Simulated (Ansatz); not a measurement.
**C₂H₉InS: small, medium and large basis sets**

How large a basis does C₂H₉InS need? Two functionals are run in growing sets.

Computed with Ansatz 0.2.0, Gaussian basis. Level: one geometry, several basis sets.

Plan: PBE0-D4/def2-SVP; ωB97M-V/def2-SVP; PBE0-D4/def2-QZVPP; ωB97M-V/def2-QZVPP; the functionals' def2-TZVPP values are taken from earlier runs.

## (1) The geometry

An earlier PBE0-D4 in a triple-zeta def2 set relaxation fixed the geometry. In takes the def2 core potential; no spin-orbit term is included.

13 atoms, charge 0, spin multiplicity 1.

Atoms are counted from 1 here; the program's logs count them from 0.

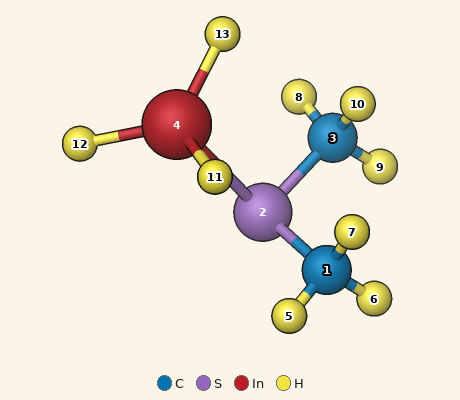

The geometry (carbon blue, sulfur purple, indium red, hydrogen yellow); atoms are numbered from 1 in the order of the file.

## (2) PBE0-D4 in def2-SVP

Input file in.yaml:

```yaml
crystal:
  periodic: [false, false, false]
  atoms:
    - {symbol: C, position_ang: [-0.467057, 1.562652, -0.561949]}
    - {symbol: S, position_ang: [-0.688589, 0.286219, 0.681658]}
    - {symbol: C, position_ang: [0.946270, 0.263627, 1.424382]}
    - {symbol: In, position_ang: [-0.583700, -1.974104, -0.872683]}
    - {symbol: H, position_ang: [-1.399706, 1.627460, -1.121396]}
    - {symbol: H, position_ang: [-0.265491, 2.519435, -0.079062]}
    - {symbol: H, position_ang: [0.337367, 1.297108, -1.247799]}
    - {symbol: H, position_ang: [0.944671, -0.527043, 2.173965]}
    - {symbol: H, position_ang: [1.147566, 1.220948, 1.906315]}
    - {symbol: H, position_ang: [1.706249, 0.038243, 0.676299]}
    - {symbol: H, position_ang: [-0.588483, -1.090790, -2.369422]}
    - {symbol: H, position_ang: [-2.022883, -2.777000, -0.353865]}
    - {symbol: H, position_ang: [0.954185, -2.481655, -0.241744]}
basis:
  gaussian: {orbitals: def2-SVP}
hamiltonian: {xc: pbe0, dispersion: d4}
output: {orbitals: {seedname: orbitals}}
```

After this run come: ωB97M-V in def2-SVP; PBE0-D4 in def2-QZVPP; ωB97M-V in def2-QZVPP.

Q: Predict the results of all the runs planned. Wanted: PBE0-D4: double and triple zeta above quadruple; ωB97M-V: double and triple zeta above quadruple.

**Answer**, as computed:

| quantity | value |
| --- | --- |
| PBE0-D4: double and triple zeta above quadruple | 7.03, 0.51 eV |
| ωB97M-V: double and triple zeta above quadruple | 7.25, 0.51 eV |

**Reading.** For PBE0-D4 the step from double to triple zeta gains 6.52 eV and the next only 0.51 eV. These are total energies; as a rule much of such shifts cancels in differences, which this series doesn't test. The LUMO of ωB97M-V is positive and keeps falling with the basis (1.50 to 0.86 eV): an unbound level that the basis holds in place.
